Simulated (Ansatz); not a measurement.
Be₂Cu₁₁Ni₃ (amorphous cell)

Input file:

```
crystal:
  lattice:
    - [7.019359, 0.009354, 0.023482]
    - [-0.030804, 5.061938, -0.112189]
    - [0.007418, -0.115559, 5.062141]
  atoms:
    - { symbol: Cu, position: [0.8602204497, 0.0602497141, 0.7570261751] }
    - { symbol: Cu, position: [0.0987895292, 0.7870368702, 0.9938566231] }
    - { symbol: Cu, position: [0.3479025374, 0.0473020182, 0.2497480481] }
    - { symbol: Cu, position: [0.6041978038, 0.2995718465, 0.9974649625] }
    - { symbol: Cu, position: [0.3474083088, 0.0464952624, 0.7511977394] }
    - { symbol: Cu, position: [0.8602279102, 0.5400012935, 0.2367872246] }
    - { symbol: Cu, position: [0.6091084979, 0.7946130268, 0.9951248374] }
    - { symbol: Cu, position: [0.6091011198, 0.301893289, 0.5024375047] }
    - { symbol: Cu, position: [0.6097050147, 0.7973745098, 0.4996594048] }
    - { symbol: Cu, position: [0.3474160118, 0.5458482369, 0.2505581419] }
    - { symbol: Cu, position: [0.0987834903, 0.3031943648, 0.5100012099] }
    - { symbol: Ni, position: [0.3480534215, 0.5439693374, 0.7530816865] }
    - { symbol: Ni, position: [0.863085068, 0.0490190173, 0.2480030441] }
    - { symbol: Ni, position: [0.0955018356, 0.793789143, 0.5032683897] }
    - { symbol: Be, position: [0.8568872395, 0.5629304247, 0.7341197384] }
    - { symbol: Be, position: [0.1104236973, 0.2920914309, 0.0049379881] }
basis:
  ecutwfc: 420
kpoints:
  mp_grid: { grid: [5, 7, 7] }
hamiltonian:
  xc: pbe
scf:
  occupations: { method: gaussian, width: 0.1 }
  n_extra_bands: 8
output:
  forces: true
  stress: true
  eigenvalues: true
  populations: true
  dos:
    method: { smearing: { sigma: 0.1, scheme: gaussian } }
    projected: true
    de: 0.02
  write_density: true
  write_potential: true
  elf: true
  volumetric_format: npy
```

Launched as:

```sh
ansatz run input.yaml --threads 2 --pin off --max-ram 5120MiB --backend cpu --events-out ev --progress --plain --runs-dir out
```

Computed without spin polarisation.

Computed with DFT PBE, scalar-relativistic, plane waves, PAW (Ansatz 0.2.0).

> Predict the valence pseudo-density and electron localisation function between the atoms.

Be–Cu (2.41 Å): the density is about 0.27 e/Å³ at the midpoint; the ELF is about 0.30 at the midpoint.
Cu–Ni (2.43 Å): ρ is about 0.34 e/Å³ halfway; the ELF is about 0.25 at the midpoint; no shared electron pair shows on this line.
Cu–Cu (2.45 Å): ρ is about 0.32 e/Å³ halfway; the ELF is about 0.20 at the midpoint (no localised pair shows between them).
Be–Cu (2.43 Å): the density is about 0.26 e/Å³ at the midpoint; the ELF is about 0.30 at the midpoint.

> Does the calculation give a band gap?

It is metallic or semimetallic at this level of theory: no gap opens.

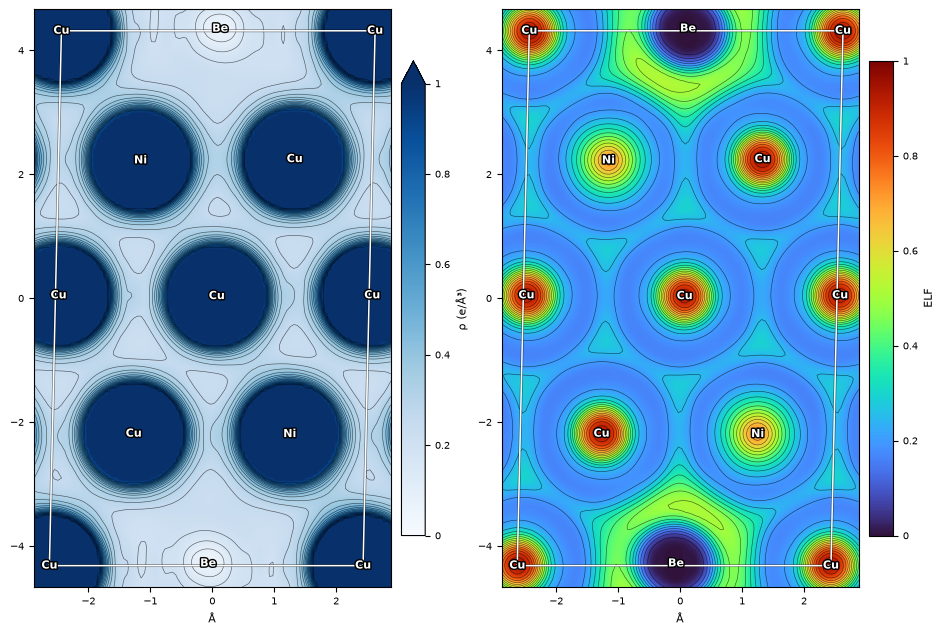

Computed valence pseudo-density and electron localisation function on the (101) plane of the calculation cell, in this order. 
